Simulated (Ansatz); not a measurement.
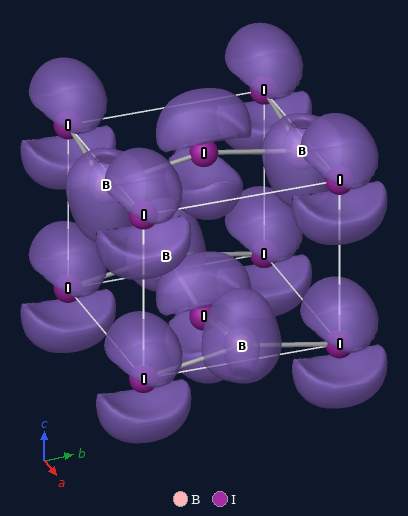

Figure. BI. Isosurface of the ELF at 0.65 (purple), seen at an oblique angle. Only the valence region is drawn (cores and ρ < 0.01 e/Å³ removed). Sticks mark near contacts.

Space group P4/nmm; started from the litharge_129 prototype, which need not be the ambient phase.

Method: DFT PBE, scalar-relativistic, plane waves, PAW in Ansatz.

```
B I
1.0
     5.22867    0.00000    0.00000
     0.00000    5.22867    0.00000
     0.00000    0.00000    4.58373
B I
2 2
Direct
  0.00000 0.50000 0.09476
  0.50000 0.00000 0.90524
  0.00000 0.00000 0.00000
  0.50000 0.50000 0.00000
```

**What do the ELF domains correspond to?**

The ELF exceeds this value in four lobes on I, pointing away from the bonds (lone pairs) and two regions wrapped around B (the valence shell of each), counted in one cell of 4 atoms. Regions shared between cells count once. Along the contacts the grid gives the following. B–I (2.65 Å): the ELF peaks at about 0.85 in the valence shell of B, 0.7 Å from its nucleus, and drops to about 0.55 between the two atoms.
